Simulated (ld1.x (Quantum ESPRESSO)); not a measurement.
# Pseudopotential generation for Hf: TM, LDA (PW92)

Do these settings give a usable potential? It is generated, then checked for transferability, scattering, ghosts and hardness.

Program: ld1.x (Quantum ESPRESSO) 7.5. Reference atom: LDA (PW92), scalar-relativistic, spherical and spin-unpolarised. All values are calculated.

**1. The atom and the settings**

Typed settings, in words:

| Item | Value |
| --- | --- |
| element | hafnium (Hf, Z = 72) |
| type | norm-conserving Troullier–Martins (Kleinman–Bylander form) |
| frozen core | [Xe] 4f14 |
| valence charge | 4 |
| reference configuration | 5d2 6s1 6p1 |
| partial waves | 6s (bound): rc 2.35 bohr; 6p (bound): rc 2.80 bohr; 5d (bound): rc 2.00 bohr |
| local potential | all-electron potential smoothed inside 1.70 bohr (lloc = -1) |
| core correction | not asked for |

The nodes and maxima of the atom's own shells, from an earlier all-electron run, set the scale for the radii.

All-electron outer shells of the reference configuration (LDA (PW92), scalar-relativistic, ld1.x):

| shell | level (eV) | outermost node (bohr) | outermost maximum (bohr) |
| --- | --- | --- | --- |
| 5p | -37.19 | 0.60 | 1.16 |
| 4f | -18.52 | – | 0.45 |
| 6s | -6.19 | 1.36 | 2.82 |
| 5d | -4.09 | 0.67 | 1.69 |
| 6p | -2.16 | 1.65 | 3.95 |

**2. Generating the potential**

Hf.in

```
 &input
   title='Hf', zed=72., rel=1, dft='PW', iswitch=3,
   config='[Xe] 4f14 5d2 6s1 6p1',
   nld=3, rlderiv=3.05, eminld=-2.0, emaxld=5.0, deld=0.02
 /
 &inputp
   pseudotype=2, tm=.true., lloc=-1, rcloc=1.70,
   nlcc=.false.,
   file_pseudopw='Hf.UPF', file_wfcaegen='ae.wfc', file_wfcncgen='nc.wfc', file_beta='beta', file_chi='chi'
 /
3
6S  1  0   1.00   0.00  2.35  2.35  0.0
6P  2  1   1.00   0.00  2.80  2.80  0.0
5D  3  2   2.00   0.00  2.00  2.00  0.0
 &test
   configts(1)='5d2 6s1 6p1'
 /
```

Started as:

```console
$ ld1.x < Hf.in > Hf.out
```

Output in Hf.out (without the banner and most projector matrices):

```text
     Program LD1 v.7.5
     --------------------------- All-electron run ----------------------------

     Hf
     scalar relativistic calculation

     atomic number is 72.00
     dft =PW   lsd =0 sic =0 latt =0  beta=0.20 tr2=1.0E-14
     Exchange-correlation= PW
                           (   1   4   0   0   0   0   0)
     mesh =1271 r(mesh) =  99.31870 a.u. xmin = -7.00 dx = 0.01250
     1 Ry =  13.60569312 eV, c = 137.03599908

     n l     nl                  e(Ry)          e(Ha)          e(eV)
     1 0     1S 1( 2.00)     -4794.5872     -2397.2936    -65233.6817
     2 0     2S 1( 2.00)      -820.1390      -410.0695    -11158.5592
     2 1     2P 1( 6.00)      -720.4164      -360.2082     -9801.7640
     3 0     3S 1( 2.00)      -186.9141       -93.4571     -2543.0965
     3 1     3P 1( 6.00)      -157.1276       -78.5638     -2137.8298
     4 0     4S 1( 2.00)       -37.6945       -18.8473      -512.8601
     4 1     4P 1( 6.00)       -27.9179       -13.9590      -379.8428
     3 2     3D 1(10.00)      -121.8130       -60.9065     -1657.3506
     5 0     5S 1( 2.00)        -5.0466        -2.5233       -68.6618
     5 1     5P 1( 6.00)        -2.7336        -1.3668       -37.1931
     4 2     4D 1(10.00)       -15.2842        -7.6421      -207.9527
     4 3     4F 1(14.00)        -1.3612        -0.6806       -18.5195
     5 2     5D 1( 2.00)        -0.3005        -0.1503        -4.0891
     6 0     6S 1( 1.00)        -0.4551        -0.2276        -6.1920
     6 1     6P 1( 1.00)        -0.1585        -0.0792        -2.1559

     final scf error:  8.2E-15 reached in  24 iterations

     Etot =  -30138.111531 Ry,  -15069.055766 Ha, -410049.896802 eV

     Ekin =   33018.112429 Ry,   16509.056215 Ha,  449234.305210 eV
     Encl =  -74363.525342 Ry,  -37181.762671 Ha,-1011767.305347 eV
     Eh   =   11804.326611 Ry,    5902.163306 Ha,  160606.045397 eV
     Exc  =    -597.025230 Ry,    -298.512615 Ha,   -8122.942062 eV

     normalization and overlap integrals

     s(1S/1S) =  1.000000  <r> =   0.0190  <r2> =    0.0005  r(max) =   0.0120
     s(2S/2S) =  1.000000  <r> =   0.0804  <r2> =    0.0076  r(max) =   0.0679
     s(2P/2P) =  1.000000  <r> =   0.0717  <r2> =    0.0063  r(max) =   0.0556
     s(3S/3S) =  1.000000  <r> =   0.2088  <r2> =    0.0499  r(max) =   0.1917
     s(3P/3P) =  1.000000  <r> =   0.2087  <r2> =    0.0505  r(max) =   0.1893
     s(4S/4S) =  1.000000  <r> =   0.4685  <r2> =    0.2479  r(max) =   0.4375
     s(4P/4P) =  1.000000  <r> =   0.4979  <r2> =    0.2822  r(max) =   0.4599
     s(3D/3D) =  1.000000  <r> =   0.1890  <r2> =    0.0419  r(max) =   0.1550
     s(5S/5S) =  1.000000  <r> =   1.1342  <r2> =    1.4485  r(max) =   1.0109
     s(5P/5P) =  1.000000  <r> =   1.3417  <r2> =    2.0489  r(max) =   1.1599
     s(4D/4D) =  1.000000  <r> =   0.5354  <r2> =    0.3327  r(max) =   0.4716
     s(4F/4F) =  1.000000  <r> =   0.6770  <r2> =    0.5946  r(max) =   0.4542
     s(5D/5D) =  1.000000  <r> =   2.3865  <r2> =    7.0317  r(max) =   1.6876
     s(6S/6S) =  1.000000  <r> =   3.3471  <r2> =   12.7600  r(max) =   2.8175
     s(6P/6P) =  1.000000  <r> =   4.8221  <r2> =   26.8733  r(max) =   3.9485

     ------------------------ End of All-electron run ------------------------

     --------------------- Generating NC pseudopotential ---------------------

      Generating local potential from pseudized AE potential:
      Matching radius rcloc =   1.7000

      Local pseudo, rcloc= 1.688 Estimated cut-off energy=     8.72 Ry

      Wfc   6S  rcut= 2.336  Using Troullier-Martins method

      Wfc   6P  rcut= 2.782  Using Troullier-Martins method

      Wfc   5D  rcut= 2.010  Using Troullier-Martins method

     ------------------- End of pseudopotential generation -------------------

     [... the all-electron block is printed once more ...]


     Computing logarithmic derivative in   3.05599
     Computing logarithmic derivative in   3.05599
     Computing the partial wave expansion
     R is outside the sphere for l=    0 j= 0.00
     R is outside the sphere for l=    1 j= 0.00
     R is outside the sphere for l=    2 j= 0.00

     ---------------------- Testing the pseudopotential ----------------------

     Hf
     scalar relativistic calculation

     atomic number is 72.00   valence charge is  4.00
     dft =PW   lsd =0 sic =0 latt =0  beta=0.20 tr2=1.0E-14
     mesh =1271 r(mesh) =  99.31870 xmin = -7.00 dx = 0.01250

     n l     nl             e AE (Ry)        e PS (Ry)    De AE-PS (Ry)
     3 2     5D   1( 2.00)       -0.30055       -0.30054       -0.00000
     1 0     6S   1( 1.00)       -0.45510       -0.45510       -0.00000
     2 1     6P   1( 1.00)       -0.15845       -0.15845       -0.00000

     eps = 9.0E-15  iter =  5

     Etot =  -30138.111531 Ry,  -15069.055766 Ha, -410049.896802 eV
     Etotps =    -5.314787 Ry,      -2.657394 Ha,     -72.311362 eV

     Ekin =       5.339753 Ry,       2.669876 Ha,      72.651038 eV
     Encl =     -14.609319 Ry,      -7.304659 Ha,    -198.769907 eV
     Ehrt =       4.558193 Ry,       2.279096 Ha,      62.017373 eV
     Ecxc =      -1.518342 Ry,      -0.759171 Ha,     -20.658097 eV
     Epseu=       0.914928 Ry,       0.457464 Ha,      12.448231 eV

     ---------------------- End of pseudopotential test ----------------------
```

Run time: 2.5 s. Hardware: 1 thread of Intel Xeon 6975P-C, shared host. This counts the later configuration tests of the new file too.

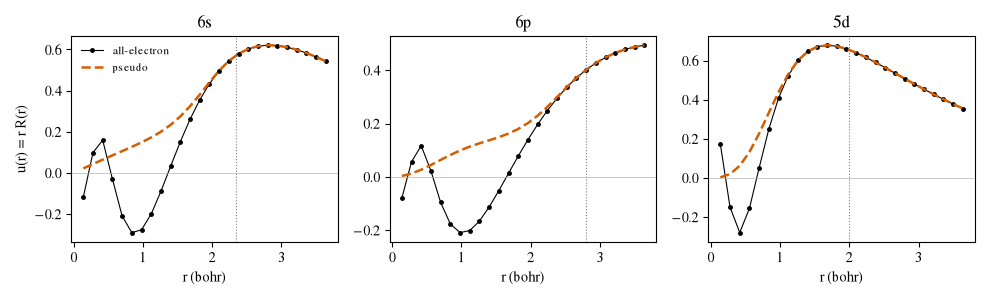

All-electron and pseudo partial waves (6s, 6p, 5d), with the matching radii dotted. The curves join 26 sampled radii, too few to resolve the innermost nodes.

**3. Transferability test**

Hf.test.in

```
 &input
   title='Hf', zed=72., rel=1, dft='PW', iswitch=2,
   config='[Xe] 4f14 5d2 6s1 6p1'
 /
 &test
   file_pseudo='Hf.UPF', nconf=10,
   configts(1)='5d2 6s1 6p1',
   configts(2)='5d2 6s2 6p0',
   configts(3)='5d2 6s1 6p0',
   configts(4)='5d2 6s0 6p0',
   configts(5)='5d2 6s0 6p2',
   configts(6)='5d2.5 6s1.5 6p0',
   configts(7)='5d1 6s2 6p0',
   configts(8)='5d3 6s1 6p0',
   configts(9)='5d2 6s1 6p1', lsdts(9)=1,
   configts(10)='5d2 6s2 6p0', lsdts(10)=1
 /
```

Started as:

```console
$ ld1.x < Hf.test.in > Hf.test.out
```

Hf.test.out, the pseudopotential blocks:

```text
     ---------------------- Testing the pseudopotential ----------------------

     Hf
     scalar relativistic calculation

     atomic number is 72.00   valence charge is  4.00
     dft =PW   lsd =0 sic =0 latt =0  beta=0.20 tr2=1.0E-14
     mesh =1271 r(mesh) =  99.31870 xmin = -7.00 dx = 0.01250

     n l     nl             e AE (Ry)        e PS (Ry)    De AE-PS (Ry)
     3 2     5D   1( 2.00)       -0.30055       -0.30054       -0.00000
     1 0     6S   1( 1.00)       -0.45510       -0.45510       -0.00000
     2 1     6P   1( 1.00)       -0.15845       -0.15845       -0.00000

     eps = 6.8E-17  iter =  4

     Etot =  -30138.111531 Ry,  -15069.055766 Ha, -410049.896802 eV
     Etotps =    -5.314787 Ry,      -2.657393 Ha,     -72.311356 eV

     Ekin =       5.339753 Ry,       2.669876 Ha,      72.651040 eV
     Encl =     -14.609318 Ry,      -7.304659 Ha,    -198.769901 eV
     Ehrt =       4.558193 Ry,       2.279096 Ha,      62.017371 eV
     Ecxc =      -1.518342 Ry,      -0.759171 Ha,     -20.658096 eV
     Epseu=       0.914928 Ry,       0.457464 Ha,      12.448230 eV

     ---------------------- End of pseudopotential test ----------------------

     ---------------------- Testing the pseudopotential ----------------------

     Hf
     [...]
     n l     nl             e AE (Ry)        e PS (Ry)    De AE-PS (Ry)
     3 2     5D   1( 2.00)       -0.21095       -0.21093       -0.00002
     1 0     6S   1( 2.00)       -0.38671       -0.38806        0.00135
     2 1     6P   1( 0.00)       -0.10768       -0.10784        0.00017

     eps = 6.3E-15  iter = 11

     Etot =  -30138.398915 Ry,  -15069.199457 Ha, -410053.806855 eV
     Etotps =    -5.602859 Ry,      -2.801429 Ha,     -76.230778 eV
     dEtot_ae =      -0.287384 Ry
     dEtot_ps =      -0.288072 Ry,   Delta E=       0.000689 Ry

     [...]
     ---------------------- End of pseudopotential test ----------------------

     ---------------------- Testing the pseudopotential ----------------------

     Hf
     [...]
     n l     nl             e AE (Ry)        e PS (Ry)    De AE-PS (Ry)
     3 2     5D   1( 2.00)       -0.69686       -0.69629       -0.00058
     1 0     6S   1( 1.00)       -0.82716       -0.82608       -0.00108
     2 1     6P   1( 0.00)       -0.47902       -0.47842       -0.00060

     eps = 8.0E-17  iter =  7

     Etot =  -30137.796913 Ry,  -15068.898456 Ha, -410045.616195 eV
     Etotps =    -5.000235 Ry,      -2.500118 Ha,     -68.031664 eV
     dEtot_ae =       0.314619 Ry
     dEtot_ps =       0.314552 Ry,   Delta E=       0.000067 Ry

     [...]
     ---------------------- End of pseudopotential test ----------------------

     ---------------------- Testing the pseudopotential ----------------------

     Hf
     [...]
     n l     nl             e AE (Ry)        e PS (Ry)    De AE-PS (Ry)
     3 2     5D   1( 2.00)       -1.25059       -1.24540       -0.00519  !
     1 0     6S   1( 0.00)       -1.30776       -1.29802       -0.00974  !
     2 1     6P   1( 0.00)       -0.89097       -0.88451       -0.00646  !

     eps = 6.4E-18  iter =  7

     Etot =  -30136.731536 Ry,  -15068.365768 Ha, -410031.121014 eV
     Etotps =    -3.939015 Ry,      -1.969507 Ha,     -53.593025 eV
     dEtot_ae =       1.379995 Ry
     dEtot_ps =       1.375772 Ry,   Delta E=       0.004223 Ry

     [...]
     ---------------------- End of pseudopotential test ----------------------

     ---------------------- Testing the pseudopotential ----------------------

     Hf
     [...]
     n l     nl             e AE (Ry)        e PS (Ry)    De AE-PS (Ry)
     3 2     5D   1( 2.00)       -0.38133       -0.38151        0.00019
     1 0     6S   1( 0.00)       -0.51360       -0.51193       -0.00166
     2 1     6P   1( 2.00)       -0.19883       -0.19855       -0.00028

     eps = 7.5E-15  iter =  7

     Etot =  -30137.805780 Ry,  -15068.902890 Ha, -410045.736842 eV
     Etotps =    -5.009636 Ry,      -2.504818 Ha,     -68.159572 eV
     dEtot_ae =       0.305751 Ry
     dEtot_ps =       0.305151 Ry,   Delta E=       0.000601 Ry

     [...]
     ---------------------- End of pseudopotential test ----------------------

     ---------------------- Testing the pseudopotential ----------------------

     Hf
     [...]
     n l     nl             e AE (Ry)        e PS (Ry)    De AE-PS (Ry)
     3 2     5D   1( 2.50)       -0.18157       -0.18215        0.00059
     1 0     6S   1( 1.50)       -0.37206       -0.37259        0.00054
     2 1     6P   1( 0.00)       -0.10270       -0.10266       -0.00005

     eps = 3.6E-15  iter =  9

     Etot =  -30138.307356 Ry,  -15069.153678 Ha, -410052.561135 eV
     Etotps =    -5.510885 Ry,      -2.755442 Ha,     -74.979405 eV
     dEtot_ae =      -0.195825 Ry
     dEtot_ps =      -0.196098 Ry,   Delta E=       0.000273 Ry

     [...]
     ---------------------- End of pseudopotential test ----------------------

     ---------------------- Testing the pseudopotential ----------------------

     Hf
     [...]
     n l     nl             e AE (Ry)        e PS (Ry)    De AE-PS (Ry)
     3 2     5D   1( 1.00)       -0.80465       -0.79557       -0.00908  !
     1 0     6S   1( 2.00)       -0.88816       -0.88843        0.00027
     2 1     6P   1( 0.00)       -0.51746       -0.51674       -0.00073

     eps = 9.1E-15  iter = 11

     Etot =  -30137.904408 Ry,  -15068.952204 Ha, -410047.078748 eV
     Etotps =    -5.111445 Ry,      -2.555722 Ha,     -69.544748 eV
     dEtot_ae =       0.207123 Ry
     dEtot_ps =       0.203342 Ry,   Delta E=       0.003781 Ry

     [...]
     ---------------------- End of pseudopotential test ----------------------

     ---------------------- Testing the pseudopotential ----------------------

     Hf
     [...]
     n l     nl             e AE (Ry)        e PS (Ry)    De AE-PS (Ry)
     3 2     5D   1( 3.00)       -0.15820       -0.15864        0.00044
     1 0     6S   1( 1.00)       -0.36064       -0.36033       -0.00031
     2 1     6P   1( 0.00)       -0.09978       -0.09949       -0.00029

     eps = 5.8E-16  iter =  9

     Etot =  -30138.209152 Ry,  -15069.104576 Ha, -410051.225005 eV
     Etotps =    -5.412764 Ry,      -2.706382 Ha,     -73.644408 eV
     dEtot_ae =      -0.097621 Ry
     dEtot_ps =      -0.097977 Ry,   Delta E=       0.000356 Ry

     [...]
     ---------------------- End of pseudopotential test ----------------------

     ---------------------- Testing the pseudopotential ----------------------

     Hf
     [...]
     n l     nl             e AE (Ry)        e PS (Ry)    De AE-PS (Ry)
     3 2     5D   1( 2.00)       -0.33271       -0.35347        0.02076  !
     1 0     6S   1( 1.00)       -0.49238       -0.49280        0.00042
     2 1     6P   1( 1.00)       -0.18251       -0.18034       -0.00217
     3 2     5D   2( 0.00)       -0.20766       -0.06230       -0.14536  !
     1 0     6S   2( 0.00)       -0.34955       -0.25894       -0.09062  !
     2 1     6P   2( 0.00)       -0.08316       -0.05630       -0.02686  !

     eps = 2.0E-15  iter = 16

     Etot =  -30138.226217 Ry,  -15069.113109 Ha, -410051.457187 eV
     Etotps =    -5.506801 Ry,      -2.753400 Ha,     -74.923843 eV
     dEtot_ae =      -0.114686 Ry
     dEtot_ps =      -0.192014 Ry,   Delta E=       0.077328 Ry

     [...]
     ---------------------- End of pseudopotential test ----------------------

     ---------------------- Testing the pseudopotential ----------------------

     Hf
     [...]
     n l     nl             e AE (Ry)        e PS (Ry)    De AE-PS (Ry)
     3 2     5D   1( 2.00)       -0.23758       -0.26076        0.02318  !
     1 0     6S   1( 1.00)       -0.40814       -0.41258        0.00443
     2 1     6P   1( 0.00)       -0.11781       -0.11757       -0.00025
     3 2     5D   2( 0.00)       -0.16818       -0.09771       -0.07047  !
     1 0     6S   2( 1.00)       -0.35398       -0.33488       -0.01910  !
     2 1     6P   2( 0.00)       -0.09224       -0.08732       -0.00492

     eps = 7.9E-15  iter = 13

     Etot =  -30138.433544 Ry,  -15069.216772 Ha, -410054.278013 eV
     Etotps =    -5.685324 Ry,      -2.842662 Ha,     -77.352780 eV
     dEtot_ae =      -0.322013 Ry
     dEtot_ps =      -0.370538 Ry,   Delta E=       0.048525 Ry

     [...]
     ---------------------- End of pseudopotential test ----------------------
```

The tests as a table, with energies relative to 5d2 6s1 6p1. Spin-polarised rows fill open shells by Hund's rule and count from the unpolarised reference.

| valence configuration | charge | ΔE all-electron (eV) | error AE − PS (meV) |
| --- | --- | --- | --- |
| 5d2 6s2 6p0 | 0 | -3.910 | +9.4 |
| 5d2 6s1 6p0 | +1 | 4.281 | +0.9 |
| 5d2 6s0 6p0 | +2 | 18.776 | +57 |
| 5d2 6s0 6p2 | 0 | 4.160 | +8.2 |
| 5d2.5 6s1.5 6p0 | 0 | -2.664 | +3.7 |
| 5d1 6s2 6p0 | +1 | 2.818 | +51 |
| 5d3 6s1 6p0 | 0 | -1.328 | +4.8 |
| 5d2 6s1 6p1 (spin-polarised) | 0 | -1.560 | +1052 |
| 5d2 6s2 6p0 (spin-polarised) | 0 | -4.381 | +660 |

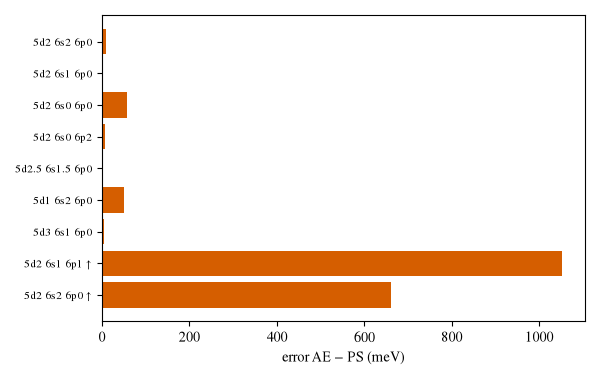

Error of the potential in each test configuration; ↑ marks spin-polarised tests.

**4. Logarithmic derivatives**

Taken from the files of the generation run. The phase is arctan(r·u′/u) with u = r·R, unwrapped, with energies in Ry. A pole is an energy at which the radial function vanishes at the test radius. The pseudo phase is shifted by a multiple of π to meet the all-electron one at the reference energy. Levels narrower than the energy grid can be missing from the poles. The last column is the largest difference on the grid between −1 and +1 Ry.

```tsv
channel	radius (bohr)	reference (Ry)	poles AE	poles PS	window around the reference with phases within 0.05 rad (Ry)	largest difference near zero (rad)
s	3.06	-0.46	1.16	0.99, 3.86	below 1.4	0.022
p	3.06	-0.16	2.44	-1.55, 2.10	-1.4 to 2.4	0.018
d	3.06	-0.30	0.14, 4.73	0.14, 4.64	the whole range	0.001
```

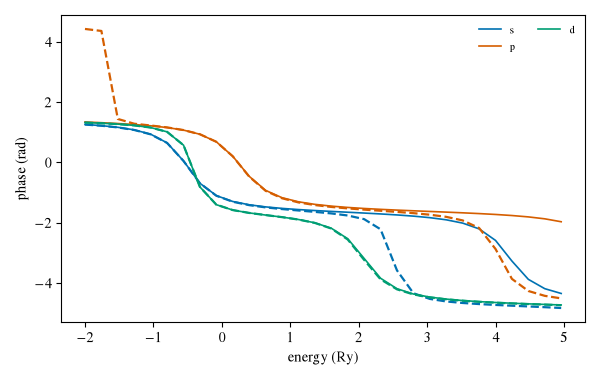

All-electron (solid) and pseudo (dashed) phases against energy.

**5. Plane-wave convergence, by spherical Bessel functions**

This step uses the generator's waves and projectors in a separate script. Basis: spherical Bessel functions vanishing at 20 bohr, q² up to the cutoff; potential fixed at the reference.

All-electron valence levels (Ry): 6s -0.4551, 6p -0.1585, 5d -0.3005. The lowest levels of each channel (Ry) by cutoff; the last column sums, over occupied levels, occupation times the distance from the level at 400 Ry. A positive value at high cutoff is not a bound level.

```
cutoff (Ry)     s #1     s #2     p #1     p #2     d #1    f #1  Σ f·Δε (mRy)
          8  -3.1024  -0.4432  -0.1641   0.0235  -0.1564  0.0861         305.8
         12  -4.7025  -0.4527  -0.6028  -0.1563  -0.2388  0.0861         128.1
         18  -5.4945  -0.4541  -1.2886  -0.1583  -0.2889  0.0861          24.4
         21  -5.6045  -0.4542  -1.3962  -0.1583  -0.2958  0.0861          10.5
         25  -5.6640  -0.4546  -1.4861  -0.1584  -0.2989  0.0861           3.9
         30  -5.7088  -0.4549  -1.5357  -0.1584  -0.3003  0.0861           0.7
         40  -5.7428  -0.4550  -1.5710  -0.1584  -0.3005  0.0861           0.2
        400  -5.7495  -0.4551  -1.5769  -0.1584  -0.3005  0.0861           0.0
```

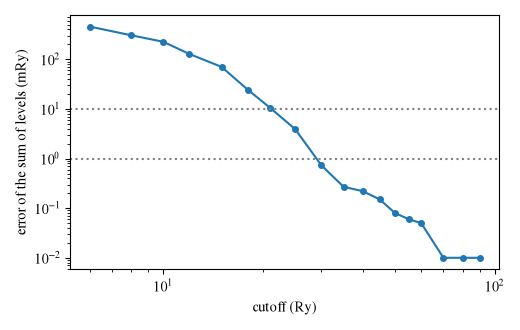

Occupation-weighted error of the valence levels against the cutoff; the dotted lines mark 10 and 1 mRy.

The sum stays within 10 mRy from 25 Ry and within 1 mRy from 30 Ry. The sum leaves out empty levels, which can need more. Ghost test: ghost states, bound below the all-electron valence or empty levels of the same l: s at -78.2 eV, p at -21.5 eV.

**6. Results**

| quantity | value |
| --- | --- |
| cutoffs for 10 and 1 mRy, occupied levels | 25 Ry and 30 Ry |
| bound ghosts | s at -78.23 eV, p at -21.46 eV |
| largest test error (AE − PS), unpolarised tests | +57 meV, for 5d2 6s0 6p0 |
| largest phase difference near zero energy, channels read | 0.022 rad |

**Reading.** A bound ghost (s, p) makes it unfit for use: electrons can fall into a state that the atom doesn't have. The worst unpolarised test, 5d2 6s0 6p0, is off by 57 meV on 18.8 eV; by total energies transferability rates as fair. The spin-polarised tests miss by far more, up to 1052 meV (5d2 6s1 6p1). It counts as soft on the atom at that tolerance, with 25 Ry needed at the looser tolerance. The slowest occupied level is 5d: taken alone it needs 30 Ry to come within 1 mRy, against 21 Ry for 6s. Near zero energy the phases of the channels with partial waves agree within 0.022 rad. The pseudo curves have a pole with no partner nearby in the atom's: p at -1.55 Ry. All of this concerns the isolated atom, not yet a solid.
